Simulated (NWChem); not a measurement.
# CCSD(T)/def2-TZVPPD run of AlH (SMILES [AlH])

Aim: the vertical ionisation energy of AlH at CCSD(T)/def2-TZVPPD, from 2 runs. 

The calculation is run with NWChem 7.3.0.

20 further runs of the same task are left out: 20 set aside as unsound or not needed. Runs told in other sessions of the task aren't counted.

## (1) The system as given

AlH: 2 atoms, total charge 0, spin state singlet. SMILES: `[AlH]`. Geometry: relaxed at PBE0-D4/def2-TZVP.

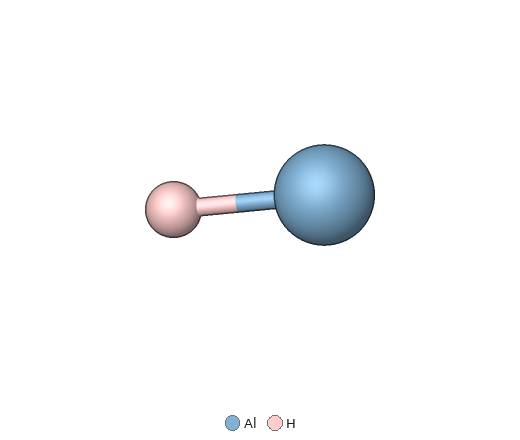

Viewed from a chosen angle; aluminium light blue, hydrogen pink.

## (2) The energy at CCSD(T)/def2-TZVPPD

Contents of input.nw:

```
start input
title "AlH energy"
memory stack 880 mb heap 220 mb global 1100 mb

geometry units atomic noautosym nocenter noautoz
  Al   0.00000000   0.00000000  -0.04845258
  H    0.00000000   0.00000000   3.09746899
end

basis spherical bse
  * library def2-TZVPPD
end

scf
  thresh 1e-08
  maxiter 80
end

ccsd
  freeze core 5
  maxiter 60
end

task ccsd(t) energy
```

Command:

```
$ nwchem input.nw > input.out
```

Standard output (excerpt; [...] marks lines left out):

```text
[...]
  functions       =    65
[...]
  wavefunction    = RHF
[...]
         Total SCF energy =   -242.457935386904
      One-electron energy =   -345.568161230824
      Two-electron energy =     98.977891419576
 Nuclear repulsion energy =      4.132334424345
        Time for solution =      3.5s
[...]
 Total MP2 energy:           -242.520234048027561
[...]
             energy      energy      error      ampl     ampl      Block
                                                time     time      time
[...]
 Total CCSD energy:           -242.540563415284907
[...]
 Total CCSD+T(CCSD) energy:           -242.542049585653245
[...]
 Total CCSD(T) energy:                -242.542023417387156
[...]
```

Wall time 31 s (1 thread of Intel Xeon Platinum 8259CL at 2.50GHz (Skylake/Cascade Lake), shared host); peak memory 0.11 GiB.

## (3) The doublet cation, same level

Contents of a.nw:

```
start a
title "AlH"
memory 2200 mb
charge 1

geometry units angstroms noautosym nocenter noautoz
  Al       0.000000       0.000000      -0.025640
  H        0.000000       0.000000       1.639110
end

basis "ao basis" spherical bse
  * library def2-TZVPPD
end

scf
  doublet
  uhf
  thresh 1e-08
  maxiter 80
end

tce
  scf
  ccsd(t)
  freeze core 5
  maxiter 60
end

task tce energy
```

Command:

```
$ nwchem a.nw > a.out
```

Standard output (excerpt; [...] marks lines left out):

```text
[...]
  functions       =    65
[...]
  wavefunction    = UHF
[...]
         Total SCF energy =   -242.191388541320
      One electron energy =   -341.254563262655
      Two electron energy =     94.930839994201
 Nuclear repulsion energy =      4.132334727134
                       Sz =      0.5000
                 Sz(Sz+1) =      0.7500
                      S^2 =      0.7853
[...]
         Wavefunction type : Unrestricted Hartree-Fock
          No. of electrons :    13
[...]
         Spin multiplicity : doublet
[...]
 CCSD total energy / hartree       =      -242.237603930688863
[...]
 CCSD[T] total energy / hartree       =      -242.238252059623250
[...]
 CCSD(T) total energy / hartree       =      -242.238213471938366
[...]
```

It took 23 s on 1 thread of Intel Xeon Platinum 8259CL at 2.50GHz (Skylake/Cascade Lake), shared host; peak memory 0.54 GiB.

## (4) Summary of results

At CCSD(T)/def2-TZVPPD, 5 core orbitals frozen:

| quantity | value |
| --- | --- |
| singlet AlH: total energy | -242.54202 Eh |
| singlet AlH: HOMO energy (Hartree–Fock orbitals) | -7.87 eV |
| singlet AlH: LUMO energy (Hartree–Fock orbitals) | 0.82 eV |
| singlet AlH: HOMO–LUMO gap (Hartree–Fock orbitals) | 8.69 eV |
| singlet AlH: correlation energy (5 core orbitals frozen) | -84.1 mEh |
| singlet AlH: (T) correction | -1.46 mEh |
| doublet cation: total energy | -242.23821 Eh |
| doublet cation: HOMO energy (Hartree–Fock orbitals) (highest over α and β) | -16.92 eV |
| doublet cation: LUMO energy (Hartree–Fock orbitals) (lowest over α and β) | -6.73 eV |
| doublet cation: correlation energy (5 core orbitals frozen) | -46.8 mEh |
| doublet cation: (T) correction | -0.61 mEh |
| doublet cation: ⟨S²⟩ of the reference determinant | 0.785 |
| vertical ionisation energy (to the doublet cation) | 8.267 eV |

**Reading.** The vertical ionisation energy comes to 8.27 eV (798 kJ/mol). The triples (singlet AlH) make up 1.7 % of the correlation energy. The triples (doublet cation) make up 1.3 % of the correlation energy.
